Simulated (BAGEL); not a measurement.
# A workflow on SiN2H6O (SMILES N[SiH](N)O)

Aim: the energy (HF/cc-pVDZ), then a single-point energy (NEVPT2(2,2)/cc-pVDZ) of SiN2H6O. 

The calculation is run with BAGEL 1.2.2.

### 1 The molecule

SiN2H6O: 10 atoms, total charge 0, spin state singlet. SMILES: `N[SiH](N)O`. One bond was lengthened or shortened from a relaxed shape.

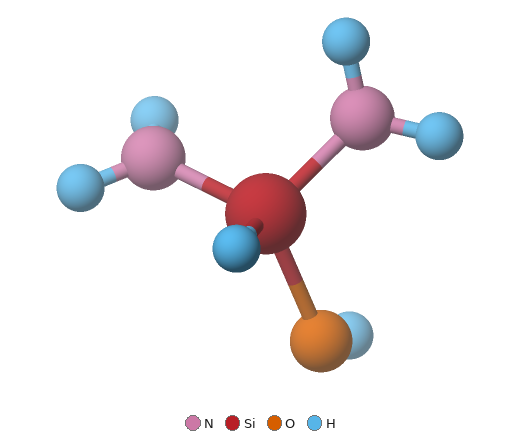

The structure, seen from a chosen angle (nitrogen pink, silicon red, oxygen orange, hydrogen blue).

### 2 The energy at HF/cc-pVDZ (density fitting with svp-jkfit) (run 1)

input.json reads:

```json
{ "bagel": [

{
  "title": "molecule",
  "basis": "cc-pvdz.json",
  "df_basis": "svp-jkfit",
  "angstrom": "false",
  "geometry": [
    { "atom": "N", "xyz": [ -1.66800267,  2.35479150,  0.15668286 ] },
    { "atom": "Si", "xyz": [  0.72779211,  0.21977893,  0.58168227 ] },
    { "atom": "N", "xyz": [ -0.67230597, -2.30395031,  2.01844104 ] },
    { "atom": "O", "xyz": [  2.28033251, -0.22355460, -2.61575890 ] },
    { "atom": "H", "xyz": [ -1.37547306,  3.90587871, -0.90609911 ] },
    { "atom": "H", "xyz": [ -2.87308102,  2.71346152,  1.58531581 ] },
    { "atom": "H", "xyz": [  2.90173305,  0.92615855,  2.20098858 ] },
    { "atom": "H", "xyz": [ -2.32562736, -3.01297555,  1.39917779 ] },
    { "atom": "H", "xyz": [  0.36874415, -3.61371949,  2.92154116 ] },
    { "atom": "H", "xyz": [  1.17314198, -0.59979907, -3.99979432 ] }
  ]
},
{
  "title": "hf"
},
{
  "title": "print",
  "file": "orbitals.molden",
  "orbitals": "true"
}

]}
```

The basis set cc-pVDZ is read from a file made from the Basis Set Exchange's data (not shown).

Launch:

```sh
$ BAGEL_NUM_THREADS=1 BAGEL input.json > input.out
```

Output:

```text
* using 1 threads per process

  ===============================================================
  ===============================================================

  *** Geometry ***

  { "atom" : "N", "xyz" : [     -1.668003,      2.354792,      0.156683 ] },
  { "atom" : "Si", "xyz" : [      0.727792,      0.219779,      0.581682 ] },
  { "atom" : "N", "xyz" : [     -0.672306,     -2.303950,      2.018441 ] },
  { "atom" : "O", "xyz" : [      2.280333,     -0.223555,     -2.615759 ] },
  { "atom" : "H", "xyz" : [     -1.375473,      3.905879,     -0.906099 ] },
  { "atom" : "H", "xyz" : [     -2.873081,      2.713462,      1.585316 ] },
  { "atom" : "H", "xyz" : [      2.901733,      0.926159,      2.200989 ] },
  { "atom" : "H", "xyz" : [     -2.325627,     -3.012976,      1.399178 ] },
  { "atom" : "H", "xyz" : [      0.368744,     -3.613719,      2.921541 ] },
  { "atom" : "H", "xyz" : [      1.173142,     -0.599799,     -3.999794 ] },

  Number of auxiliary basis functions:      467

  Since a DF basis is specified, we compute 2- and 3-index integrals:
    o Being stored without compression. Storage requirement is 0.030 GB

  Number of basis functions:       90
  Number of electrons      :       42

    * METHOD: MOLECULE                             0.24

  *** RHF ***

  === Nuclear Repulsion ===
   179.5386214891

      * DIIS with orbital gradients will be used.

  === RHF iteration (cc-pvdz.json) ===
      0       -475.85538665          0.02185694           0.07
      1       -476.14506596          0.01344530           0.07
      2       -476.27617455          0.00155491           0.06
      3       -476.27793624          0.00068873           0.06
      4       -476.27829737          0.00012259           0.06
      5       -476.27831223          0.00003242           0.06
      6       -476.27831358          0.00001093           0.06
      7       -476.27831383          0.00000274           0.06
      8       -476.27831385          0.00000082           0.06
      9       -476.27831385          0.00000031           0.06
     10       -476.27831385          0.00000008           0.06
     11       -476.27831385          0.00000005           0.06
     12       -476.27831385          0.00000001           0.06
    * SCF iteration converged.

    * Permanent dipole moment:
           (    1.006008,     0.067506,    -0.388320) a.u.

    * METHOD: HF                                   1.00

    * METHOD: PRINT                                0.02

  ===============================================================
```

Wall time 1.4 s (1 thread of Arm Neoverse V1, shared host); peak memory 0.15 GiB.

### 3 A single-point energy at NEVPT2(2,2)/cc-pVDZ (density fitting with svp-jkfit) (run 2)

input.json reads:

```json
{ "bagel" : [

{
  "title" : "molecule",
  "basis" : "cc-pvdz.json",
  "df_basis" : "svp-jkfit",
  "angstrom" : false,
  "geometry" : [
    { "atom" : "N", "xyz" : [    -1.66800267,     2.35479150,     0.15668286 ] },
    { "atom" : "Si", "xyz" : [     0.72779211,     0.21977893,     0.58168227 ] },
    { "atom" : "N", "xyz" : [    -0.67230597,    -2.30395031,     2.01844104 ] },
    { "atom" : "O", "xyz" : [     2.28033251,    -0.22355460,    -2.61575890 ] },
    { "atom" : "H", "xyz" : [    -1.37547306,     3.90587871,    -0.90609911 ] },
    { "atom" : "H", "xyz" : [    -2.87308102,     2.71346152,     1.58531581 ] },
    { "atom" : "H", "xyz" : [     2.90173305,     0.92615855,     2.20098858 ] },
    { "atom" : "H", "xyz" : [    -2.32562736,    -3.01297555,     1.39917779 ] },
    { "atom" : "H", "xyz" : [     0.36874415,    -3.61371949,     2.92154116 ] },
    { "atom" : "H", "xyz" : [     1.17314198,    -0.59979907,    -3.99979432 ] }
  ]
},

{
  "title" : "hf"
},

{
  "title" : "nevpt2",
  "nstate" : 1,
  "nact" : 2,
  "nclosed" : 20,
  "active" : [9, 24],
  "maxiter" : 200,
  "natocc" : true,
  "ncore" : 8
},

{
  "title" : "print",
  "file" : "orbitals.molden",
  "orbitals" : true
}

]}
```

The basis set cc-pVDZ is read from a file made from the Basis Set Exchange's data (not shown).

Launch:

```sh
$ BAGEL_NUM_THREADS=1 BAGEL input.json > input.out
```

Output:

```text
* using 1 threads per process

  ===============================================================
  ===============================================================

  *** Geometry ***

  { "atom" : "N", "xyz" : [     -1.668003,      2.354792,      0.156683 ] },
  { "atom" : "Si", "xyz" : [      0.727792,      0.219779,      0.581682 ] },
  { "atom" : "N", "xyz" : [     -0.672306,     -2.303950,      2.018441 ] },
[... 6 lines of this table left out ...]
  { "atom" : "H", "xyz" : [      1.173142,     -0.599799,     -3.999794 ] },

  Number of auxiliary basis functions:      467

  Since a DF basis is specified, we compute 2- and 3-index integrals:
    o Being stored without compression. Storage requirement is 0.030 GB

  Number of basis functions:       90
  Number of electrons      :       42

    * METHOD: MOLECULE                             0.24

  *** RHF ***

[... 11 lines left out ...]
    * SCF iteration converged.
[... 1 line left out ...]
    * Permanent dipole moment:
[... 22 lines left out ...]
      0  0      -476.27850176     4.94e-05      0.02

      1  0      -476.28559940     5.95e-04      0.32
[... 27 lines of this table left out ...]
     15  0      -476.29874657     7.34e-09      0.35

    * Second-order optimization converged. *

     guess   0:   closed 1.                   open ..

  === FCI iteration ===

      0  0      -476.27804059     1.04e-01      0.00
      1  0      -476.29872928     2.31e-03      0.00
      2  0 *    -476.29874657     1.38e-15      0.00

     * ci vector, state   0, <S^2> = 0.0000
       2.     0.9950835777
       .2    -0.0990387465

  === DF-NEVPT2 calculation ===

    * 3-index integral transformation done
    * assembly done

      NEVPT2 correlation energy:   -0.6136351799      0.23

          (+0)     -0.5323219848
          (+0)'    -0.0372120948
          (+1)     -0.0051005723
          (+1)'    -0.0000000000
          (+2)     -0.0004714168
          (-1)     -0.0315699261
          (-1)'     0.0000000000
          (-2)     -0.0069591850

      NEVPT2 total energy:       -476.9123817470

    * METHOD: NEVPT2                               6.72

    * METHOD: PRINT                                0.02

  ===============================================================
```

It took 8.4 s on 1 thread of Arm Neoverse V1, shared host; peak memory 0.15 GiB.

### 4 What came out

| quantity | value |
| --- | --- |
| run 1, HF/cc-pVDZ: total energy | -476.27831 Eh |
| run 1, HF/cc-pVDZ: dipole moment | 2.75 D |
| run 1, HF/cc-pVDZ: HOMO energy | -11.06 eV |
| run 1, HF/cc-pVDZ: LUMO energy | 4.68 eV |
| run 1, HF/cc-pVDZ: HOMO–LUMO gap | 15.74 eV |
| run 2, NEVPT2(2,2)/cc-pVDZ: total energy | -476.91238 Eh |
